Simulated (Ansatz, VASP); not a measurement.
# BiN in two plane-wave programs, part 2 of 2

Wanted: the spread between two codes on one cell, functional and k mesh. The cell is invented: As first built, before any earlier steps moved the atoms (in the runner's words): it takes the GaN structure with some of its atoms replaced by other elements, volume scaled by an estimate. It may not be a known or stable phase. The cell is taken from a series of VASP runs on this material, whose earlier steps may have relaxed, scaled or displaced it; both programs get it as it stands. Valence electrons are named where the data sets of a main pair hold unlike numbers.

VASP 6.6.1 and Ansatz 0.2.0.

So far. Step 2 (VASP: band structure, r2SCAN, spin-orbit coupling): The run ends at a pressure of 0.51 GPa.

## 3. Ansatz: band structure, r2SCAN, spin-orbit coupling

Level of this step: Ansatz beside VASP: Kohn-Sham DFT, plane waves, r2SCAN, spin-orbit coupling (Ansatz).

Ansatz runs on its fully relativistic PAW (standard-fr) files.

The same cell, functional, mesh and smearing now go to Ansatz, which takes its cutoff from its data sets.

Contents of input.yaml:

```yaml
crystal:
  lattice:
    - [0.0, 2.7601193961, 2.7601193961]
    - [2.7601193961, 0.0, 2.7601193961]
    - [2.7601193961, 2.7601193961, 0.0]
  atoms:
    - { symbol: Bi, position: [0.0, 0.0, 0.0] }
    - { symbol: "N", position: [0.25, 0.25, 0.25] }
hamiltonian:
  xc: r2scan
  pseudopotentials: { kind: paw_fr }
magnetization:
  noncollinear: true
  spin_orbit: true
kpoints:
  mp_grid: { grid: [7, 7, 7] }
  band_path:
    path:
      - [0.0, 0.0, 0.0]
      - [0.16667, 0.0, 0.16667]
      - [0.33333, 0.0, 0.33333]
      - [0.5, 0.0, 0.5]
      - [0.5, 0.08333, 0.58333]
      - [0.5, 0.18333, 0.68333]
      - [0.5, 0.25, 0.75]
      - [0.45, 0.3, 0.75]
      - [0.40833, 0.34167, 0.75]
      - [0.35, 0.35, 0.7]
      - [0.225, 0.225, 0.45]
      - [0.075, 0.075, 0.15]
      - [0.03333, 0.03333, 0.03333]
      - [0.23333, 0.23333, 0.23333]
      - [0.4, 0.4, 0.4]
      - [0.51667, 0.46667, 0.51667]
      - [0.55833, 0.38333, 0.55833]
      - [0.60833, 0.28333, 0.60833]
      - [0.60833, 0.25, 0.64167]
      - [0.55833, 0.25, 0.69167]
      - [0.51667, 0.25, 0.73333]
      - [0.5, 0.3, 0.7]
      - [0.5, 0.38333, 0.61667]
      - [0.5, 0.48333, 0.51667]
      - [0.475, 0.475, 0.55]
      - [0.425, 0.425, 0.65]
      - [0.38333, 0.38333, 0.73333]
      - [0.59167, 0.18333, 0.59167]
      - [0.55, 0.1, 0.55]
      - [0.5, 0.0, 0.5]
    npoints: 1
scf:
  occupations: { method: gaussian, width: 0.05 }
  n_extra_bands: 14
output:
  forces: true
  stress: true
  eigenvalues: true
```

Command:

```console
> ansatz run input.yaml --threads 2 --pin off --max-ram 4608MiB --backend cpu --events-out ev --progress --plain --runs-dir out
```

Numbers of over 12 decimals in the logs are rounded to 6 here.

Log:

```text
scf.n_extra_bands = 14 over 20 filled bands (N_el = 20.0): the run solves 34 bands
Engine: ansatz 0.2.0, aarch64-unknown-linux-gnu
Pseudopotentials: kind: paw_fr
Pseudopotential: Bi, paw_fr, valence charge 15, recommended cutoff 500 eV (meta_gga), Bi.paw.azcp#standard-fr
Pseudopotential: N, paw_fr, valence charge 5, recommended cutoff 500 eV (meta_gga), N.paw.azcp#standard-fr
Functional definition: r2SCAN
  parameter k0 = 0.174
  parameter k1 = 0.065
  parameter a1 = 4.9479
  exchange = r2scan_x(k0 = k0, k1 = k1, a1 = a1)
  correlation = r2scan_c
non-collinear run that drives no moment, with spin-orbit: no starting moment large enough to seed its density (crystal.atoms[].spin), no starting occupations that ask for one, no magnetisation constraint and no magnetic field, so the semilocal B_xc is pinned to zero
Crystal: 2 atoms, lattice volume = 42.055 Å³
Basis set: ecut = 500 eV, 1067 PW (Γ), exchange–correlation on 120×120×120 points (64 copies of the dense FFT grid, shifted against one another)
Bands: 34, of which v1, the nominal top of the filled ones, is band 20 counted from 1 (19 counted from 0)
Symmetry: 24 space group operations + 24 with time reversal
Magnetic group: BNS 216.75 (UNI 1577), of the structure as read, at distance tolerance 3.5e-5 Å
k-points: 20 of 343 (time reversal used)
Projection manifold: j_resolved (fully-relativistic pseudo-atomic orbitals)
Non-local potential: Bi, projectors of the file, l = 0: 2, l = 1: 4, l = 2: 4, l = 3: 4
Non-local potential: N, projectors of the file, l = 0: 2, l = 1: 4, l = 2: 2
PAW form: soft (Blöchl's): semilocal exchange-correlation on the pseudo side does not see the compensation charge
PAW frozen core: Bi, regenerated for the run's functional (the file was generated under x = pbe(κ = 0.804, μ = 0.219515), c = pbe(β = 0.066725))
PAW frozen core: N, regenerated for the run's functional (the file was generated under x = pbe(κ = 0.804, μ = 0.219515), c = pbe(β = 0.066725))
PAW one-centre angular grid: Bi, 590 points (default); XC on 285 of its mesh's 2899 points in the sphere
PAW one-centre angular grid: N, 302 points (default); XC on 160 Gauss nodes
Initial density: superposition of atomic densities (chi_scale 0.1, normalization cell, long waves kept (reshape's long-wave potential 0.00 eV rms))
Initial wavefunctions: pseudopotential atomic-orbital guess
Functional: x = r2scan, c = r2scan; τ floored in thin density (d = 2e-4 eV/Å³)
SCF iter   1: F=—  HF=-12760.473945 eV  |F-HF|=—  |Δ(HF+E_count)|=         —  Δρ=5.89e-2  dr2=2.47e0  dr2_τ=5.27e-2  dr2_m=0.00e0 (ungated)  ethr=3.10e-3  |M|=0.00e0 ∫|m|=0.00e0 μB  |m|>n=0.0e0 m-floor=0.0e0 τ_xc=0.0e0  β_m=0.30  ⟨swp⟩=7.2  Hψ=3748  notcnv=0  defer=60
preconditioner: auto → none  [insulator: Δε(μ)=0.078 eV  Ē_g=23.447 eV  σ=0.050 eV  W_gap=0.72  n_scr=14 (ndim 8)  ℏωp=25.6 eV  f_vac=0.000  D(μ)=0.60/eV (n_scr^D=0)  ε∞_Penn≈2.2]
SCF iter   2: F=—  HF=-12760.087913 eV  |F-HF|=—  |Δ(HF+E_count)|=   3.86e-1  Δρ=3.43e-2  dr2=3.59e-1  dr2_τ=4.24e-2  dr2_m=0.00e0 (ungated)  ethr=3.10e-3  |M|=0.00e0 ∫|m|=0.00e0 μB  |m|>n=0.0e0 m-floor=0.0e0 τ_xc=0.0e0  β_m=0.27  ⟨swp⟩=2.4  Hψ=1188  notcnv=0  defer=144
SCF iter   3: F=—  HF=-12760.064956 eV  |F-HF|=—  |Δ(HF+E_count)|=   2.30e-2  Δρ=1.57e-2  dr2=9.14e-2  dr2_τ=8.52e-4  dr2_m=0.00e0 (ungated)  ethr=1.80e-3  |M|=0.00e0 ∫|m|=0.00e0 μB  |m|>n=0.0e0 m-floor=0.0e0 τ_xc=0.0e0  β_m=0.47  ⟨swp⟩=2.2  Hψ=740  notcnv=0  defer=144
SCF iter   4: F=—  HF=-12760.068199 eV  |F-HF|=—  |Δ(HF+E_count)|=   3.24e-3  Δρ=5.18e-3  dr2=7.69e-3  dr2_τ=1.87e-4  dr2_m=0.00e0 (ungated)  ethr=4.57e-4  |M|=0.00e0 ∫|m|=0.00e0 μB  |m|>n=0.0e0 m-floor=0.0e0 τ_xc=0.0e0  β_m=0.50  ⟨swp⟩=3.1  Hψ=993  notcnv=0  defer=144
SCF iter   5: F=—  HF=-12760.068087 eV  |F-HF|=—  |Δ(HF+E_count)|=   1.11e-4  Δρ=1.04e-3  dr2=2.73e-4  dr2_τ=2.97e-6  dr2_m=0.00e0 (ungated)  ethr=3.85e-5  |M|=0.00e0 ∫|m|=0.00e0 μB  |m|>n=0.0e0 m-floor=0.0e0 τ_xc=0.0e0  β_m=0.71  ⟨swp⟩=2.6  Hψ=744  notcnv=0  defer=144
SCF iter   6: F=—  HF=-12760.068182 eV  |F-HF|=—  |Δ(HF+E_count)|=   9.42e-5  Δρ=1.45e-4  dr2=1.24e-5  dr2_τ=2.94e-7  dr2_m=0.00e0 (ungated)  ethr=1.36e-6  |M|=0.00e0 ∫|m|=0.00e0 μB  |m|>n=0.0e0 m-floor=0.0e0 τ_xc=0.0e0  β_m=0.80  ⟨swp⟩=2.3  Hψ=680  notcnv=0  defer=144
SCF iter   7: F=—  HF=-12760.068187 eV  |F-HF|=—  |Δ(HF+E_count)|=   5.08e-6  Δρ=2.42e-5  dr2=2.66e-7  dr2_τ=1.26e-9  dr2_m=0.00e0 (ungated)  ethr=6.20e-8  |M|=0.00e0 ∫|m|=0.00e0 μB  |m|>n=0.0e0 m-floor=0.0e0 τ_xc=0.0e0  β_m=0.84  ⟨swp⟩=2.0  Hψ=788  notcnv=0  defer=144
SCF iter   8: F=-12760.068187 eV  HF=-12760.068187 eV  |F-HF|=5.77e-9  |Δ(HF+E_count)|=   6.36e-8  Δρ=4.16e-6  dr2=8.46e-9  dr2_τ=8.21e-11  dr2_m=0.00e0 (ungated)  ethr=5.00e-10  |M|=0.00e0 ∫|m|=0.00e0 μB  |m|>n=0.0e0 m-floor=0.0e0 τ_xc=0.0e0  ⟨swp⟩=12.6  Hψ=4053  notcnv=0
SCF 1 converged in 8 iterations: F = -12760.068187 eV  dr2 = 8.46e-9
  greatest PAW one-centre occupation: 0.986 electrons in one spin orbital (limit 2), on the Bi atom at site 0 (counted from 0), in its partial waves of l = 2
NSCF: frozen V_eff on 30 k-points
SCF converged after 8 iterations
Magnetization: |M| = 0.0000 μB,  M = (+0.0000, +0.0000, +0.0000) μB
Absolute magnetization: 0.0000 μB (∫|m|)
  site 0: m = (+0.0000, +0.0000, +0.0000) μB, |m| = 0.0000 μB  (R = 0.99 Å)
  site 1: m = (+0.0000, +0.0000, +0.0000) μB, |m| = 0.0000 μB  (R = 0.99 Å)
Free energy (F): -12760.068187 eV
Harris-Foulkes:  -12760.068187 eV  (|F-HF|=5.77e-9)
Internal energy: -12760.066925 eV  (E = F + TS)
E sigma→0 (E₀):  -12760.067556 eV
Entropy (-TS):   -0.001262 eV (-0.631 meV/atom)
Fermi energy:    9.746301 eV
--- Per-component energies (eV) ---
  E_band       = -111.358624
  E_kinetic    = 427.951593
  E_local      = -1717.451651  (includes V_loc(G=0)·N_el)
  E_nonlocal   = 610.160296
  E_hartree    = 553.689123
  E_xc         = -200.277459
  E_vxc        = -240.809182  (∫ρ·V_xc dr)
  E_paw        = -10783.106482  (= ΣΔE_a)
  E_vpaw       = -314.523266  (= ΣTr[D̂ρ^β])
  E_aug_tail   = -0.000201  (compensation charges beyond the density's cutoff)
  E_vtau       = 15.936626  (kinetic-family band-sum trace: ∫τ·v_τ [+ j·A + Jᵃ·Aᵃ] dr)
  E_ewald      = -1651.852107
  E_core_change = 0.819964  (= ΣΔE_core)
  E_smearing   = -0.001262  (= −TS)
  E_closure    = 0.000000  (closes the sum)
  Σ components = -12760.068187   (vs F -12760.068187, Δ=0.00e0)
--- Forces (eV/Å), atoms counted from 1 ---
  atom   1  Bi    -0.00000000    -0.00000000    -0.00000000
  atom   2  N      0.00000000    -0.00000000     0.00000000
  max |Σ_I F_I| component: 2.50e-16 eV/Å
--- Stress (GPa, compression-positive) ---
        0.384782       0.000000      -0.000000
        0.000000       0.384782       0.000000
       -0.000000       0.000000       0.384782
  P = ⅓ Tr σ = 0.3848 GPa (3.848 kbar)
--- Band table (eV; the first three rows and the last of 20) ---
  k-point 0: bands = [... 16 lower, 7.4746, 7.4746, 7.4746, 7.4746, 10.9786, 10.9786, 13.6923, 13.6923, ... 10 higher]
  k-point 1: bands = [... 16 lower, 7.2998, 7.3224, 7.4494, 7.4494, 11.1627, 11.1627, 13.0953, 13.0953, ... 10 higher]
  k-point 2: bands = [... 16 lower, 6.9700, 6.9960, 7.1681, 7.1681, 11.6837, 11.6837, 13.0318, 13.0318, ... 10 higher]
  k-point 19: bands = [... 16 lower, 5.1513, 5.5068, 9.6040, 9.7503, 11.1252, 11.5025, 12.3652, 13.1724, ... 10 higher]
```

Run time: 24 s. Hardware: 2 threads of Arm Neoverse N1, shared host; peak memory 0.56 GiB.

## 4. Comparison

Known differences besides the potentials themselves: spin-orbit coupling enters by fully relativistic files in Ansatz and inside the spheres in VASP; VASP keeps PBE cores, Ansatz makes them for the functional; the cutoff is 500 eV in Ansatz and 520 eV in VASP. Total energies have different zeros and are not compared.

Compared:

| quantity | Ansatz | VASP | difference |
| --- | --- | --- | --- |
| pressure (GPa) | 0.38 | 0.51 | -0.12 |

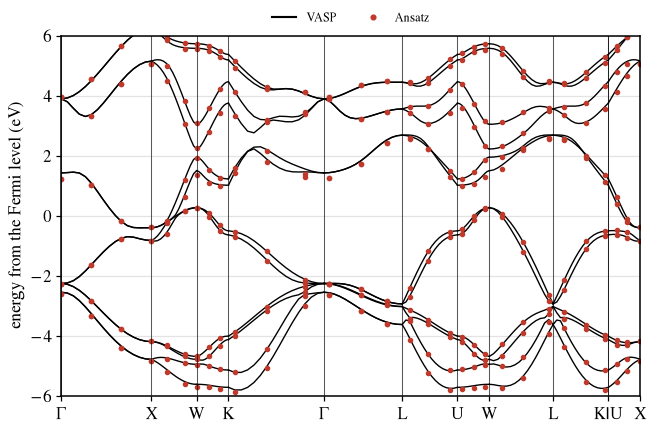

Bands from VASP (lines) and levels from Ansatz (dots). Dots without a line are higher empty bands that the VASP plot leaves out.

Levels from 3 eV below to 2 eV above the Fermi level differ by 52 meV r.m.s. and 192 meV at most; each VASP level is matched to the nearest of Ansatz, which flatters the figure a little. Ansatz's pressure holds a Pulay correction of 0.04 GPa; VASP's holds none.

## 5. Summary of results

| Item | Value |
| --- | --- |
| r.m.s. difference of levels near the Fermi level (band structure, r2SCAN, spin-orbit coupling) | 52 meV |

What this shows: The r.m.s. difference of levels near the Fermi level is 52 meV (band structure, r2SCAN, spin-orbit coupling), within the 80 meV picked in this series as the mark of a large difference. 1 further run of this series is not shown here. Such differences can come from data sets, numerical settings and the points named under the comparisons, not from the functional's error against experiment.

[Lines on the potential files, build, host, timing and source positions are cut from VASP's logs without a mark.]

[Logs are printed without paths, hosts, clocks, repeated set-up lines and the standing remarks that a program may print on its own settings, such as how far it seeks lower states.]

[Hosts, paths, dates, database ids (printed as entryN), source tags and the programs' standing remarks are cut or masked in the printed files.]
